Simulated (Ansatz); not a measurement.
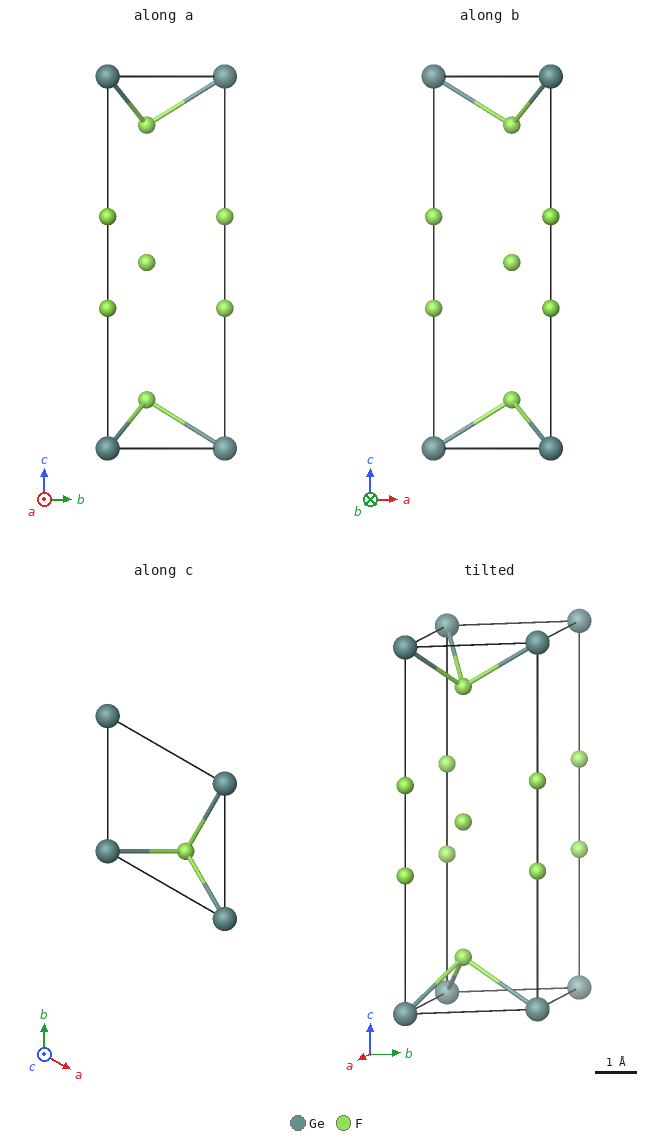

Shown here is a ball-and-stick view of the crystal, taken along the a axis, along the b axis, along the c axis and slightly off an axis. The edges of the conventional unit cell are marked.

Lattice parameters: a = 3.333 Å, b = 3.333 Å, c = 9.165 Å, α = 90.00°, β = 90.00°, γ = 120.00°.

> From the views, write a table of Wyckoff sites, with free fractional coordinates to two decimals.

Space group P-6m2 (No. 187).
| atom | site | x | y | z |
| --- | --- | --- | --- | --- |
| Ge | 1a | 0.00 | 0.00 | 0.00 |
| F | 2i | 0.6667 | 0.3333 | 0.87 |
| F | 2g | 0.00 | 0.00 | 0.62 |
| F | 1f | 0.6667 | 0.3333 | 0.50 |

Origin of the cell: a structure type filled with these elements by a generator (whether the compound takes this form wasn't checked). What is shown is the relaxed result from Ansatz, DFT PBE, scalar-relativistic, plane waves, PAW.
